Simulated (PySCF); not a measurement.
**C2H4F2S (SMILES FC(F)CS): levels of theory compared**

Aim: a comparison of 6 runs (r2SCAN/STO-3G, r2SCAN/3-21G, r2SCAN/6-31G*, r2SCAN/6-31+G*, r2SCAN/6-311+G**, r2SCAN/6-311++G(2d,2p)) of C2H4F2S. The job is set up through a Python script.

Program for the calculation: PySCF 2.14.0.

## 1. The structure to begin with

C2H4F2S: 9 atoms, total charge 0, spin state singlet. SMILES: `FC(F)CS`. Geometry: relaxed at GFN2-xTB. This is one conformer, not always the lowest.

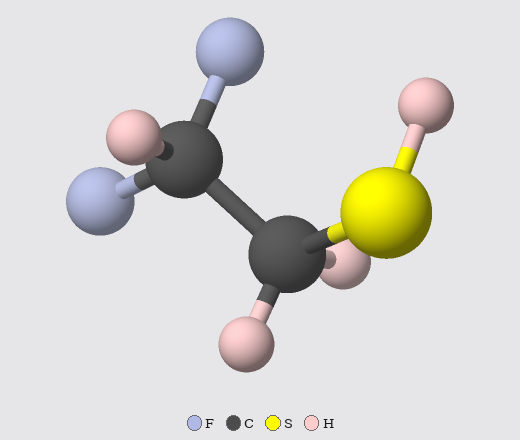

The structure, seen from a chosen angle (fluorine light blue, carbon dark grey, sulfur yellow, hydrogen pink).

## 2. The energy at r2SCAN/STO-3G (run 1)

Input file input.xyz:

```xyz
9

F      0.424230    -0.379680     1.610590
C      0.820440    -0.248610     0.321280
F      1.556360    -1.350740     0.039950
C     -0.380080    -0.167190    -0.604080
S     -1.224760     1.437670    -0.441220
H      1.479670     0.630100     0.257760
H     -0.042570    -0.236570    -1.636920
H     -1.077510    -0.976460    -0.386960
H     -1.555780     1.291470     0.839600
```

Input file input.py:

```python
from pyscf import gto, dft

molecule = gto.Mole()
molecule.atom = 'input.xyz'
molecule.spin = 0
molecule.max_memory = 1860
molecule.basis = 'sto-3g'
molecule.charge = 0
molecule.verbose = 3
molecule.build()

mf = dft.RKS(molecule)
mf.xc = 'r2scan'
mf.grids.level = 4
mf.conv_tol = 1e-10
mf.kernel()
if not mf.converged:
    mf = mf.newton().run(mf.mo_coeff, mf.mo_occ)

energy = mf.e_tot
print('E(%s) = %.9f' % ('R2SCAN', energy))
```

The run is started by

```bash
$ OMP_NUM_THREADS=1 python input.py
```

The log of the run:

```text
converged SCF energy = -668.109116628602
E(R2SCAN) = -668.109116629
```

Wall time 9 s (1 thread of Arm Neoverse V1, shared host); peak memory 0.26 GiB.

## 3. A single-point energy at r2SCAN/3-21G (run 2)

Input file job.py:

```python
from pyscf import gto, dft

mol = gto.M(
    atom='''
F    0.424230  -0.379680   1.610590
C    0.820440  -0.248610   0.321280
F    1.556360  -1.350740   0.039950
C   -0.380080  -0.167190  -0.604080
S   -1.224760   1.437670  -0.441220
H    1.479670   0.630100   0.257760
H   -0.042570  -0.236570  -1.636920
H   -1.077510  -0.976460  -0.386960
H   -1.555780   1.291470   0.839600
''',
    max_memory=1860,
    basis='3-21g',
    verbose=4,
    charge=0,
    spin=0,
)

myscf = dft.RKS(mol, xc='r2scan')
myscf.conv_tol = 1e-10
myscf.grids.level = 4
myscf.kernel()
if not myscf.converged:
    myscf = myscf.newton().run(myscf.mo_coeff, myscf.mo_occ)

etot = myscf.e_tot
print('E = %.10f Eh' % etot)
```

The run is started by

```bash
$ OMP_NUM_THREADS=1 python job.py
```

The log of the run:

```text
PySCF version 2.14.0

[... 80 lines left out ...]
converged SCF energy = -672.807582493788
E = -672.8075824938 Eh
```

It took 15 s on 1 thread of Arm Neoverse V1, shared host; peak memory 0.32 GiB.

Runs 3 to 4 aren't shown in full; the table further down has their settings and results.

## 4. The energy at r2SCAN/6-311+G(d,p) (run 5)

Input file calc.py:

```python
# FC(F)CS
from pyscf import gto, dft

mol = gto.M(
    atom=[
    ('F', (0.424230, -0.379680, 1.610590)),
    ('C', (0.820440, -0.248610, 0.321280)),
    ('F', (1.556360, -1.350740, 0.039950)),
    ('C', (-0.380080, -0.167190, -0.604080)),
    ('S', (-1.224760, 1.437670, -0.441220)),
    ('H', (1.479670, 0.630100, 0.257760)),
    ('H', (-0.042570, -0.236570, -1.636920)),
    ('H', (-1.077510, -0.976460, -0.386960)),
    ('H', (-1.555780, 1.291470, 0.839600)),
],
    verbose=4,
    basis='6-311+g**',
    max_memory=1860,
)

mf = dft.RKS(mol)
mf.xc = 'r2scan'
mf.conv_tol = 1e-10
mf.grids.level = 4
mf.kernel()
if not mf.converged:
    mf = mf.newton().run(mf.mo_coeff, mf.mo_occ)

e_tot = mf.e_tot
print('E = %.10f Eh' % e_tot)
```

The run is started by

```bash
$ OMP_NUM_THREADS=1 python calc.py
```

The log of the run:

```text
PySCF version 2.14.0

[... 82 lines left out ...]
converged SCF energy = -676.434763059738
E = -676.4347630597 Eh
```

Wall time 67 s (1 thread of Arm Neoverse V1, shared host); peak memory 0.95 GiB.

## 5. A single-point energy at r2SCAN/6-311++G(2d,2p) (run 6)

Changes to calc.py since step 4:

```diff
@@ -3,3 +3,3 @@
 
-mol = gto.M(
+molecule = gto.M(
     atom=[
@@ -15,11 +15,11 @@
 ],
-    verbose=4,
-    basis='6-311+g**',
     max_memory=1860,
+    verbose=3,
+    basis='6-311++g(2d,2p)',
 )
 
-mf = dft.RKS(mol)
+mf = dft.RKS(molecule)
 mf.xc = 'r2scan'
+mf.grids.level = 4
 mf.conv_tol = 1e-10
-mf.grids.level = 4
 mf.kernel()
```

The run is started by

```bash
$ OMP_NUM_THREADS=1 python calc.py
```

The log of the run:

```text
converged SCF energy = -676.445893210863
E = -676.4458932109 Eh
```

Run time: 1.7 min. Hardware: 1 thread of Arm Neoverse V1, shared host; peak memory 1.8 GiB.

## 6. All runs side by side

```
run                                 level  energy (Eh)  dipole moment (D)  HOMO energy (eV)  LUMO energy (eV)  wall time
  1                         r2SCAN/STO-3G  -668.109117               0.24             -2.42              5.17        9 s
  2                          r2SCAN/3-21G  -672.807582               0.34             -6.31              0.26       15 s
  3   r2SCAN/6-31G* (spherical functions)  -676.301766               0.43             -6.21             -0.09       29 s
  4  r2SCAN/6-31+G* (spherical functions)  -676.321867               0.74             -6.40             -0.48       40 s
  5                      r2SCAN/6-311+G**  -676.434763               0.85             -6.44             -0.50       67 s
  6                r2SCAN/6-311++G(2d,2p)  -676.445893               0.87             -6.40             -0.59    1.7 min
```

## 7. Outcome

| quantity | value |
| --- | --- |
| run 6: total energy | -676.44589 Eh |
| run 6: dipole moment | 0.87 D |
| run 6: HOMO energy | -6.40 eV |
| run 6: LUMO energy | -0.59 eV |
| run 6: HOMO–LUMO gap | 5.81 eV |

In words: The dipole moment (its size) runs from 0.24 D (r2SCAN/STO-3G) to 0.87 D (r2SCAN/6-311++G(2d,2p)). The HOMO–LUMO gap runs from 5.81 eV (r2SCAN/6-311++G(2d,2p)) to 7.59 eV (r2SCAN/STO-3G). In run 1 the basis is minimal, so the values are rough. All runs together took 4.4 min, the longest 1.7 min.
